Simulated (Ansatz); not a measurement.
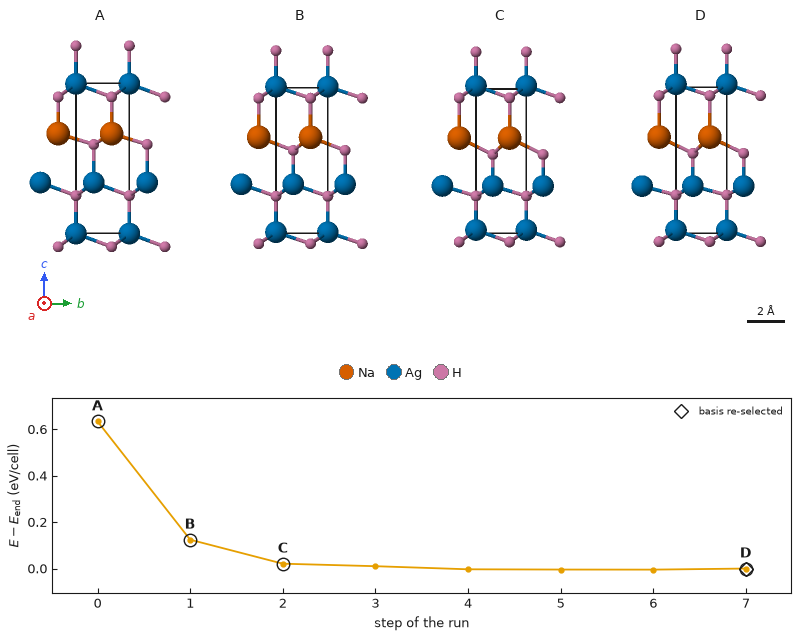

Frames of a relaxation of a crystal of NaAg$_{2}$H$_{3}$ (built on the MnCd2Te3-156 type type), marked on the history of the run. A ball-and-stick model of the cell of the calculation, seen along the a axis.

Theory: DFT, PBEsol, plane waves, PAW (Ansatz 0.2.0). Settings: plane-wave cutoff 420 eV; k-point mesh 9 × 9 × 4; occupations fermi dirac; smearing width 0.03 eV; no spin polarisation; cell and atoms relaxed; force threshold 0.01 eV/Å; at most 120 steps.

Question: Describe the path.

Answer: The largest move relative to the cell is that of an H atom, 0.36 Å along −c. By element the largest moves are H 0.36 Å, Ag 0.19 Å, Na 0.05 Å. Cell: a = b 3.398 → 3.231 Å (−4.9 %), c 8.257 → 8.046 Å (−2.6 %). Volume −11.9 %. Some distances before and after: Ag–H 2.101 → 1.807 Å, H–Na 2.022 → 2.281 Å, Na–Na 3.398 → 3.231 Å, Ag–H 2.090 → 1.929 Å. Among the angles between lasting bonds that change: Na–H–Na 111.9° → 102.6°, H–Na–H 111.9° → 102.6°, Na–H–Ag 106.9° → 115.7°. The space group stays P3m1 (No. 156). Over 6 accepted moves (7 points after the start) the energy falls by 0.634 eV per cell of the calculation. The largest force component goes from 1.1 to 0.0022 eV/Å. Pressure: −6.21 GPa at the start and −0.03 GPa at the end. At 1 point the geometry stayed and the basis and grid were re-selected for the new cell (energy shift of 4.6 meV per cell of the calculation at most each time). The run took 23 s on 2 threads of AMD EPYC 7R13 Processor (Zen 3), with other jobs on the host, peak memory 0.59 GiB. From step 0 to 1: an H atom moves most (0.19 Å), volume −8.4 %, energy −0.509 eV per cell of the calculation. From step 1 to 2: an H atom moves most (0.18 Å), volume −6.5 %, energy −0.103 eV per cell of the calculation. From step 2 to 7: an Ag atom moves most (0.04 Å), volume +2.9 %, energy −20.9 meV per cell of the calculation.

```tsv
step	E − E(0), meV/atom	largest force component, eV/Å	pressure, GPa	volume, Å³/atom	note
0	0.00	1.0585	-6.21	13.759	
1	-84.90	0.5484	-2.94	12.599	
2	-102.13	0.3874	2.01	11.780	
3	-103.93	0.1816	-0.22	12.121	
4	-106.16	0.0330	-0.30	12.181	
5	-106.34	0.0250	0.00	12.123	
6	-106.39	0.0020	-0.01	12.125	
7	-105.62	0.0022	-0.03	12.125	same geometry, new basis
```
